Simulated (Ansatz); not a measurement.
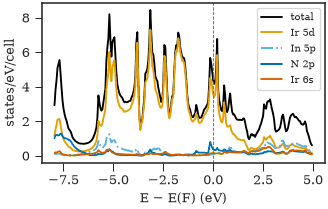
Fig. 1. Total and projected density of states of InIr3N (anti-perovskite, space group No. 221), r²SCAN (plane waves, PAW; program Ansatz)

Question: Which orbitals carry the states next to the Fermi level?

Answer: Within 0.5 eV of the Fermi level: Ir 5d 82 %, N 2p 9 %. Projections are on Löwdin-orthogonalised atomic valence shells; empty p or d shells of many metals are not among them.

Question: Where is the tallest occupied peak in this window, and what makes it?

Answer: Near -3.1 eV, about 8.4 states/eV per cell; the largest projected share is Ir 5d.

Space group Pm-3m (anti-perovskite). The start of the workflow was typed in or built on a structure type; neither database checked (COD, Materials Project) lists it. Whether it is the stable phase at ambient conditions was not checked. The cell was relaxed with r²SCAN under the symmetry of its start; whether a distortion lowers the energy is not shown. The workflow began spin-polarised and lost its moments. Its formation energy is positive at this level, so the cell may be metastable or incomplete. Scalar-relativistic: spin–orbit coupling is off unless named, which matters more the heavier the elements.

Potentials: the later of the program's two PAW sets.
